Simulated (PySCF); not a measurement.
# C₃F₆O: NMR shifts in gas and solvents, part 2 of 2

PySCF 2.14.0. Atoms count from 0. Earlier steps stand in the parts before.

### Step 5. NMR shieldings: wB97X-D/pcSseg-2

Job settings and geometry (Å):

```
{"job": {"kind": "nmr", "xc": "wB97X-D", "basis": "pcSseg-2", "pop": false}, "charge": 0, "multiplicity": 1}
O      0.101649    -0.446394     1.806957
C      0.039577    -0.162406     0.657272
C      1.311935     0.142314    -0.176717
F      2.314150     0.463079     0.619077
F      1.645031    -0.942740    -0.874109
F      1.095816     1.142640    -1.026679
C     -1.316535    -0.080632    -0.090944
F     -1.681116     1.196462    -0.197687
F     -2.247491    -0.735852     0.575030
F     -1.212654    -0.597104    -1.312866
```

Level: GIAO wB97X-D/pcSseg-2 NMR shielding, non-relativistic, gas phase.

Output:

```text
coarse grid: 10864 points
cycle   1  E = -788.2268098330  dE =  2.259e+00  |g| = 1.647e+00  |ddm| = 2.390e+00
cycle   2  E = -787.7013383836  dE =  5.255e-01  |g| = 2.521e+00  |ddm| = 1.759e+00
cycle   3  E = -788.6911014610  dE = -9.898e-01  |g| = 2.465e-01  |ddm| = 1.094e+00
cycle   4  E = -788.6993231518  dE = -8.222e-03  |g| = 1.199e-01  |ddm| = 1.390e-01
cycle   5  E = -788.7015358395  dE = -2.213e-03  |g| = 1.696e-02  |ddm| = 5.391e-02
cycle   6  E = -788.7015911949  dE = -5.536e-05  |g| = 5.685e-03  |ddm| = 1.226e-02
cycle   7  E = -788.7015996528  dE = -8.458e-06  |g| = 1.518e-03  |ddm| = 5.676e-03
final grid: 114456 points
cycle   8  E = -788.6940353675  dE = -2.897e-04  |g| = 1.559e-02  |ddm| = 5.439e-02
cycle   9  E = -788.6940360345  dE = -6.669e-07  |g| = 1.563e-02  |ddm| = 1.173e-02
cycle  10  E = -788.6940659510  dE = -2.992e-05  |g| = 1.192e-03  |ddm| = 5.228e-03
cycle  11  E = -788.6940662005  dE = -2.495e-07  |g| = 3.742e-04  |ddm| = 7.463e-04
cycle  12  E = -788.6940662305  dE = -2.999e-08  |g| = 8.700e-05  |ddm| = 3.927e-04
cycle  13  E = -788.6940662323  dE = -1.819e-09  |g| = 4.845e-05  |ddm| = 8.102e-05
cycle  14  E = -788.6940662329  dE = -5.614e-10  |g| = 1.695e-05  |ddm| = 4.953e-05
converged SCF energy = -788.6940662329

GIAO shielding tensors (ppm)
atom      isotropic    diamagn.    paramagn.     s11        s22        s33       span
  0 O     -353.979     392.240    -746.219   -945.202   -495.992    379.256   1324.457
  1 C       -5.969     257.175    -263.144   -113.088     17.445     77.736    190.824
  2 C       59.782     241.681    -181.899     39.444     58.294     81.607     42.163
  3 F      269.319     465.491    -196.172    198.056    270.469    339.432    141.376
  4 F      254.852     468.027    -213.175    175.193    254.424    334.939    159.746
  5 F      267.845     468.925    -201.080    187.193    269.477    346.866    159.672
  6 C       59.769     241.722    -181.953     39.423     58.182     81.703     42.281
  7 F      255.246     468.082    -212.835    175.283    255.233    335.222    159.939
  8 F      269.650     465.501    -195.851    198.401    271.479    339.070    140.669
  9 F      267.496     468.930    -201.434    186.641    269.470    346.376    159.735
```

Wall time 68 s (1 thread of Arm Neoverse V2, shared host); peak memory 1.7 GiB.

Key values: δ C1 192.3, C2 126.5, O0 682.2, F3 -79.1 ppm (means over like atoms).

### Step 6. Shielding tensors: B97-2/pcSseg-2

Settings changed since step 5:

```diff
@@ -1,2 +1,2 @@
-{"job": {"kind": "nmr", "xc": "wB97X-D", "basis": "pcSseg-2", "pop": false}, "charge": 0, "multiplicity": 1}
+{"job": {"kind": "nmr", "xc": "B97-2", "basis": "pcSseg-2", "pop": false}, "charge": 0, "multiplicity": 1}
 O      0.101649    -0.446394     1.806957
```

Level: GIAO B97-2/pcSseg-2 NMR shielding, non-relativistic, gas phase.

Output:

```text
coarse grid: 10864 points
cycle   1  E = -788.2855458023  dE =  2.098e+00  |g| = 1.562e+00  |ddm| = 2.417e+00
cycle   2  E = -787.0093093012  dE =  1.276e+00  |g| = 3.165e+00  |ddm| = 2.010e+00
cycle   3  E = -788.6595905238  dE = -1.650e+00  |g| = 4.054e-01  |ddm| = 1.544e+00
cycle   4  E = -788.6833407067  dE = -2.375e-02  |g| = 1.852e-01  |ddm| = 2.676e-01
cycle   5  E = -788.6889828917  dE = -5.642e-03  |g| = 2.247e-02  |ddm| = 8.553e-02
cycle   6  E = -788.6890780015  dE = -9.511e-05  |g| = 7.224e-03  |ddm| = 1.980e-02
cycle   7  E = -788.6890878214  dE = -9.820e-06  |g| = 1.790e-03  |ddm| = 4.779e-03
final grid: 114456 points
cycle   8  E = -788.6713942365  dE = -1.253e-04  |g| = 1.442e-02  |ddm| = 4.978e-02
cycle   9  E = -788.6713601982  dE =  3.404e-05  |g| = 2.055e-02  |ddm| = 1.312e-02
cycle  10  E = -788.6714204091  dE = -6.021e-05  |g| = 2.644e-03  |ddm| = 8.896e-03
cycle  11  E = -788.6714215732  dE = -1.164e-06  |g| = 6.564e-04  |ddm| = 1.380e-03
cycle  12  E = -788.6714216449  dE = -7.171e-08  |g| = 1.380e-04  |ddm| = 3.922e-04
cycle  13  E = -788.6714216484  dE = -3.437e-09  |g| = 2.274e-05  |ddm| = 9.050e-05
cycle  14  E = -788.6714216484  dE = -7.276e-11  |g| = 8.720e-06  |ddm| = 1.446e-05
converged SCF energy = -788.6714216484

GIAO shielding tensors (ppm)
atom      isotropic    diamagn.    paramagn.     s11        s22        s33       span
  0 O     -329.052     393.258    -722.310   -891.945   -470.708    375.495   1267.440
  1 C       -2.349     258.375    -260.724   -106.040     20.996     77.996    184.036
  2 C       60.469     242.438    -181.969     40.041     58.968     82.398     42.357
  3 F      267.827     465.977    -198.150    197.336    267.704    338.442    141.107
  4 F      253.130     468.934    -215.804    174.422    251.998    332.971    158.549
  5 F      266.526     469.862    -203.336    186.928    266.750    345.901    158.973
  6 C       60.456     242.478    -182.023     40.016     58.862     82.489     42.473
  7 F      253.546     468.985    -215.438    174.535    252.813    333.291    158.756
  8 F      268.157     465.984    -197.827    197.680    268.692    338.100    140.419
  9 F      266.173     469.863    -203.690    186.407    266.755    345.358    158.951
```

Run time: 50 s. Hardware: 1 thread of Arm Neoverse V2, shared host; peak memory 1.5 GiB.

Key values: δ C1 187.7, C2 124.9, O0 656.7, F3 -86.6 ppm (means over like atoms).

### Step 7. Shielding tensors: WP04/pcSseg-2 in chloroform

Settings changed since step 6:

```diff
@@ -1,2 +1,2 @@
-{"job": {"kind": "nmr", "xc": "B97-2", "basis": "pcSseg-2", "pop": false}, "charge": 0, "multiplicity": 1}
+{"job": {"kind": "nmr", "xc": "WP04", "basis": "pcSseg-2", "pop": false, "solvent": "chloroform"}, "charge": 0, "multiplicity": 1}
 O      0.101649    -0.446394     1.806957
```

Level: GIAO WP04/pcSseg-2 NMR shielding, non-relativistic, IEF-PCM chloroform.

Output:

```text
coarse grid: 10864 points
cycle   1  E = -802.2110776666  dE =  2.194e+00  |g| = 2.135e+00  |ddm| = 2.423e+00
cycle   2  E = -799.6107198425  dE =  2.600e+00  |g| = 4.480e+00  |ddm| = 2.601e+00
cycle   3  E = -802.8150527203  dE = -3.204e+00  |g| = 6.132e-01  |ddm| = 2.146e+00
cycle   4  E = -802.8602120924  dE = -4.516e-02  |g| = 3.758e-01  |ddm| = 4.422e-01
cycle   5  E = -802.8835140096  dE = -2.330e-02  |g| = 5.859e-02  |ddm| = 1.644e-01
cycle   6  E = -802.8841594059  dE = -6.454e-04  |g| = 1.338e-02  |ddm| = 4.438e-02
cycle   7  E = -802.8841845040  dE = -2.510e-05  |g| = 5.709e-03  |ddm| = 6.220e-03
cycle   8  E = -802.8841890111  dE = -4.507e-06  |g| = 1.383e-03  |ddm| = 2.285e-03
final grid: 114456 points
cycle   9  E = -802.8646403734  dE = -1.715e-04  |g| = 8.252e-03  |ddm| = 4.718e-02
cycle  10  E = -802.8645986424  dE =  4.173e-05  |g| = 1.765e-02  |ddm| = 9.791e-03
cycle  11  E = -802.8646505216  dE = -5.188e-05  |g| = 2.034e-03  |ddm| = 7.350e-03
cycle  12  E = -802.8646511554  dE = -6.337e-07  |g| = 5.399e-04  |ddm| = 1.025e-03
cycle  13  E = -802.8646511984  dE = -4.301e-08  |g| = 8.555e-05  |ddm| = 2.211e-04
cycle  14  E = -802.8646511994  dE = -9.939e-10  |g| = 2.737e-05  |ddm| = 5.218e-05
converged SCF energy = -802.8646511994

GIAO shielding tensors (ppm)
atom      isotropic    diamagn.    paramagn.     s11        s22        s33       span
  0 O     -316.952     393.074    -710.026   -836.346   -473.247    358.736   1195.082
  1 C      -14.617     256.663    -271.279   -124.106     17.094     63.162    187.267
  2 C       43.656     242.017    -198.361     23.367     42.017     65.584     42.217
  3 F      263.118     468.905    -205.787    188.038    256.487    344.829    156.791
  4 F      248.345     471.668    -223.322    165.074    241.275    338.687    173.613
  5 F      261.344     472.353    -211.009    177.208    255.276    351.549    174.341
  6 C       43.642     242.025    -198.383     23.332     41.921     65.674     42.342
  7 F      248.700     471.712    -223.013    165.151    241.933    339.015    173.864
  8 F      263.430     468.903    -205.474    188.387    257.385    344.517    156.129
  9 F      261.001     472.371    -211.370    176.699    255.268    351.037    174.338
```

Wall time 50 s (1 thread of Arm Neoverse V2, shared host); peak memory 1.6 GiB.

Key values: δ C1 189.7, C2 131.5, O0 640.4, F3 -78.7 ppm (means over like atoms).

### Step 8. Shielding tensors: wB97X-D/pcSseg-2 in chloroform

Settings changed since step 7:

```diff
@@ -1,2 +1,2 @@
-{"job": {"kind": "nmr", "xc": "WP04", "basis": "pcSseg-2", "pop": false, "solvent": "chloroform"}, "charge": 0, "multiplicity": 1}
+{"job": {"kind": "nmr", "xc": "wB97X-D", "basis": "pcSseg-2", "pop": false, "solvent": "chloroform"}, "charge": 0, "multiplicity": 1}
 O      0.101649    -0.446394     1.806957
```

With the program's defaults for keys left out, this is: GIAO wB97X-D/pcSseg-2 NMR shielding, non-relativistic, IEF-PCM chloroform.

Output:

```text
coarse grid: 10864 points
cycle   1  E = -788.2418270790  dE =  2.244e+00  |g| = 1.626e+00  |ddm| = 2.389e+00
cycle   2  E = -787.7995160015  dE =  4.423e-01  |g| = 2.406e+00  |ddm| = 1.652e+00
cycle   3  E = -788.6964482369  dE = -8.969e-01  |g| = 2.135e-01  |ddm| = 9.966e-01
cycle   4  E = -788.7024816323  dE = -6.033e-03  |g| = 1.089e-01  |ddm| = 1.199e-01
cycle   5  E = -788.7043014847  dE = -1.820e-03  |g| = 1.569e-02  |ddm| = 4.900e-02
cycle   6  E = -788.7043489675  dE = -4.748e-05  |g| = 5.210e-03  |ddm| = 1.106e-02
cycle   7  E = -788.7043561229  dE = -7.155e-06  |g| = 1.378e-03  |ddm| = 5.092e-03
final grid: 114456 points
cycle   8  E = -788.6967736182  dE = -2.891e-04  |g| = 1.556e-02  |ddm| = 5.421e-02
cycle   9  E = -788.6967747606  dE = -1.142e-06  |g| = 1.554e-02  |ddm| = 1.171e-02
cycle  10  E = -788.6968041505  dE = -2.939e-05  |g| = 1.133e-03  |ddm| = 5.083e-03
cycle  11  E = -788.6968043814  dE = -2.308e-07  |g| = 3.862e-04  |ddm| = 7.408e-04
cycle  12  E = -788.6968044117  dE = -3.031e-08  |g| = 1.172e-04  |ddm| = 4.133e-04
cycle  13  E = -788.6968044143  dE = -2.569e-09  |g| = 6.051e-05  |ddm| = 7.961e-05
cycle  14  E = -788.6968044151  dE = -8.047e-10  |g| = 1.564e-05  |ddm| = 5.786e-05
converged SCF energy = -788.6968044151

GIAO shielding tensors (ppm)
atom      isotropic    diamagn.    paramagn.     s11        s22        s33       span
  0 O     -336.083     392.976    -729.058   -907.299   -480.133    379.184   1286.483
  1 C       -6.250     256.753    -263.003   -112.302     15.636     77.916    190.218
  2 C       59.705     241.512    -181.806     39.516     58.361     81.239     41.723
  3 F      270.556     465.681    -195.125    199.170    271.657    340.842    141.672
  4 F      255.198     468.121    -212.923    175.385    254.922    335.287    159.903
  5 F      268.153     469.036    -200.883    187.504    269.668    347.288    159.783
  6 C       59.693     241.554    -181.861     39.490     58.261     81.327     41.837
  7 F      255.571     468.183    -212.612    175.468    255.678    335.567    160.099
  8 F      270.885     465.696    -194.812    199.513    272.668    340.473    140.960
  9 F      267.800     469.041    -201.241    186.941    269.661    346.798    159.858
```

Wall time 67 s (1 thread of Arm Neoverse V2, shared host); peak memory 1.7 GiB.

Key values: δ C1 193.4, C2 127.4, O0 671.2, F3 -77.5 ppm (means over like atoms).

### Step 9. Side by side: NMR shifts

Shifts (ppm), means over like atoms, with basis size and wall time (the measured row can stand on another reference than the computed rows):

```csv
run,C1,C2,O0,F3,functions,time
PBE0/pcSseg-2,191.3,126.1,679.6,-86.2,360,51 s
KT3/pcSseg-2,178.3,124.7,603.0,-103.5,360,64 s
wB97X-D/pcSseg-2,192.3,126.5,682.2,-79.1,360,68 s
B97-2/pcSseg-2,187.7,124.9,656.7,-86.6,360,50 s
WP04/pcSseg-2 in chloroform,189.7,131.5,640.4,-78.7,360,50 s
wB97X-D/pcSseg-2 in chloroform,193.4,127.4,671.2,-77.5,360,67 s
measured,–,–,–,-84.6,–,–
```

Measured: University of Colorado NMR facility, 19F NMR Reference Standards.

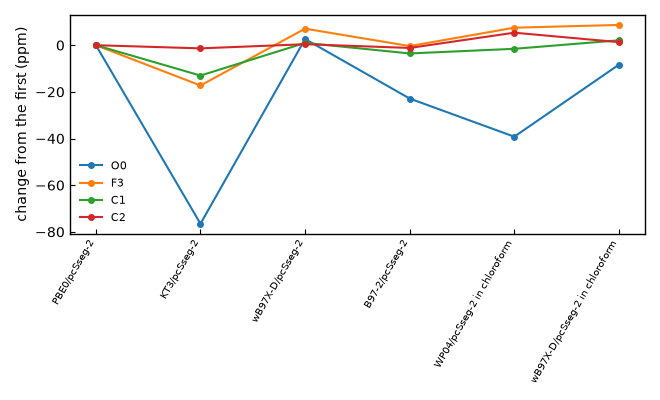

How the tabulated atoms move from run to run.

### Step 10. What came out

This closing draws on all 2 parts.

```
                                                                 quantity                  value
                                                              point group                     C2
                                     rotational constants (main isotopes)   2.19, 1.04, 0.94 GHz
  ¹³C shifts against TMS (PBE0/pcSseg-2, means over atoms taken as alike)       191.3, 126.1 ppm
                                   ¹⁷O shifts against H2O (PBE0/pcSseg-2)              679.6 ppm
¹⁹F shifts against CFCl3 (PBE0/pcSseg-2, means over atoms taken as alike)              -86.2 ppm
                                 measured, and computed on the same scale  F3 δ -84.6, -86.2 ppm
                         range of the shift of O0 (wB97X-D/pcSseg-2 runs)     671.2 to 682.2 ppm
```

What this shows: Over 6 steps the energy fell by 0.117 eV; of the close pairs, C2–F3 changed most, 1.373 to 1.319 Å. No frequency check was run at this level, so the end point may be a saddle. The most deshielded carbon is C1 (ketone carbonyl carbon), at 191.3 ppm: low-lying n→π* states of the double bond to the heteroatom give a large paramagnetic term (-263 ppm). At PBE0/pcSseg-2: The widest tensor belongs to O0: span 1316 ppm, with a paramagnetic part of -743 ppm. The one measured ¹⁹F shift is missed by -1.6 ppm (computed less measured, unscaled). Vibration, temperature and solvent are missing from the calculation, and it holds one conformer, so part of the miss against the measured shifts is not the functional's. At one level, wB97X-D/pcSseg-2: Across the 2 runs the shift of O0 moves most, between 671.2 (wB97X-D/pcSseg-2 in chloroform) and 682.2 ppm (wB97X-D/pcSseg-2).
